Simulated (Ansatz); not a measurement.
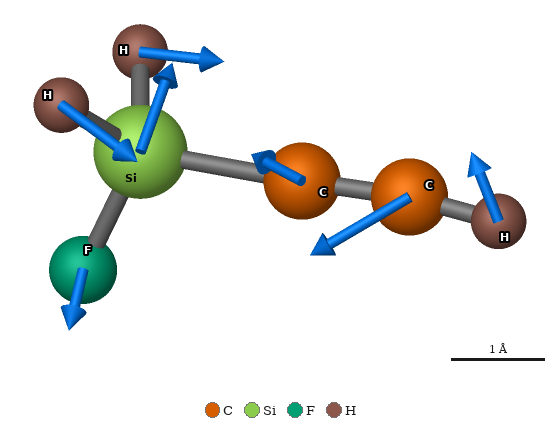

A relaxation of C₂H₃FSi. The starting structure is drawn; blue arrows show the displacements, 20 times their true length. The two geometries are superimposed by the best rigid fit.

A ball-and-stick model, seen at a tilt.

The run prepares an end point of a later path (hydrogen shift) calculation, from a guessed geometry.

Computed with RKS B3LYP-D4/def2-SVP in Ansatz.

The input:
```yaml
crystal:
  periodic: [false, false, false]
  atoms:
    - { symbol: C, position_ang: [-0.3025, -1.9102, -0.6405] }
    - { symbol: C, position_ang: [-0.1409, -0.7564, -0.2513] }
    - { symbol: Si, position_ang: [0.1611, 0.9805, 0.3586] }
    - { symbol: F, position_ang: [-0.3874, 2.0362, -0.6549] }
    - { symbol: H, position_ang: [-0.5409, -2.8573, -1.0304] }
    - { symbol: H, position_ang: [-0.4087, 1.1969, 1.7136] }
    - { symbol: H, position_ang: [1.6804, 1.2422, 0.4591] }
basis:
  gaussian: { orbitals: def2-SVP }
hamiltonian:
  xc: b3lyp
  dispersion: d4
relax:
  f_tol: 0.02
  max_steps: 50
output:
  orbitals: {}
```

Command:
```bash
ansatz run input.yaml --threads 1 --pin off --max-ram 2048MiB --backend cpu --events-out ev --progress --plain --runs-dir out
```

### What happened in the run?

The energy falls by 16.8 kJ/mol in 5 geometry steps. The largest force component goes from 2.2 to 0.0032 eV/Å. C1 moves most after the best rigid fit: 0.063 Å. Largest moves by element: C 0.063 Å, H 0.058 Å, Si 0.056 Å, F 0.036 Å. Some distances before and after: Si3–F4 1.563 → 1.626 Å, Si3–H7 1.545 → 1.483 Å, C2–Si3 1.865 → 1.828 Å, C1–H5 1.052 → 1.075 Å. Bond angles that change, for instance: C2–C1–H5 173.3° → 179.9°, H6–Si3–H7 107.0° → 111.8°, F4–Si3–H6 111.0° → 108.1°.
